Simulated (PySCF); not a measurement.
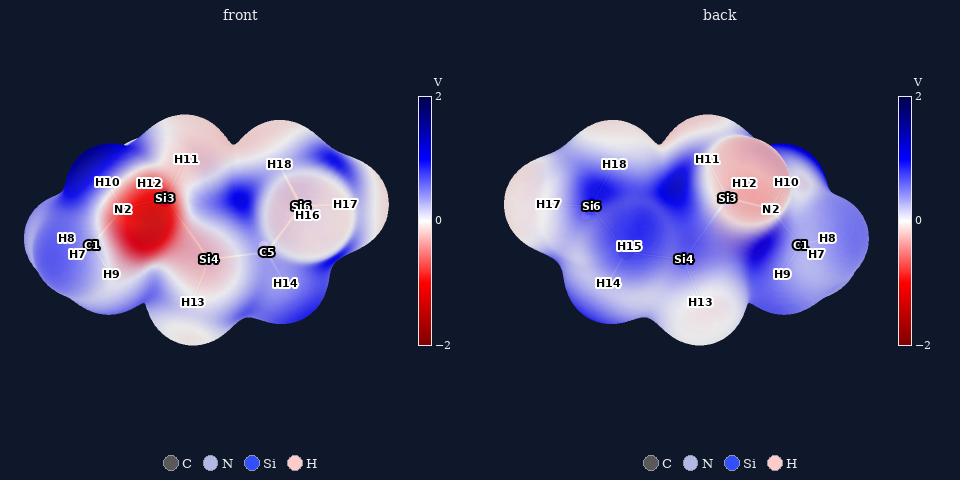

*C$_{2}$H$_{12}$NSi$_{3}$ (doublet). The electrostatic potential painted on the density surface at 0.002 e/bohr³, seen from the front and from behind; red is negative and blue positive.*

Geometry: GFN2-xTB.

Method: PySCF, UKS B3LYP, pcH-1 on C H N Si, non-relativistic, mean-field spin-orbit, GIAO.

```xyz
18

C    -3.1960   -0.4843    0.4637
N    -2.3341    0.6640    0.3620
Si   -0.8973    0.6789   -0.5931
Si    0.4212   -0.9386    0.3313
C     2.2594   -0.8748   -0.1987
Si    3.1459    0.7598    0.1722
H    -3.7994   -0.4262    1.3725
H    -3.8754   -0.5849   -0.3926
H    -2.5804   -1.3812    0.5146
H    -2.8649    1.5205    0.3941
H    -0.3806    2.0363   -0.3746
H    -1.1939    0.6030   -2.0483
H     0.0370   -2.3648    0.1683
H     2.7990   -1.6914    0.2814
H     2.3147   -1.0695   -1.2721
H     3.1018    1.0183    1.6131
H     4.5480    0.6896   -0.2557
H     2.4865    1.8514   -0.5497
```

> Describe the electrostatic potential map.

The most negative region (about −1.2 V) lies over N2, the most positive (about +1.5 V) over H10. N2 is the likeliest acceptor of a hydrogen bond.
